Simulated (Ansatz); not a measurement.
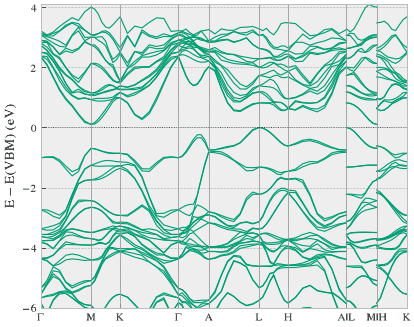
Figure. Band structure from r²SCAN with spin–orbit coupling (plane waves, PAW; program Ansatz)

The gap is 0.10 eV; an edge lies off the plotted path or next to a special point (maximum at L, minimum on the M–K line, 4 % of the way from M).

The material is Si2W in space group P6_222 (No. 180; Si on 6j, W on 3d).

The first step of the workflow began from a Materials Project structure, measured or hypothetical; the Crystallography Open Database copy checked does not list it. It is not the phase usual at ambient conditions (space group No. 139). The r²SCAN relaxation kept the symmetry of its start; phonons on a q-mesh show no instability. The run is not spin-polarised.

Potentials: the later of the program's two PAW sets.
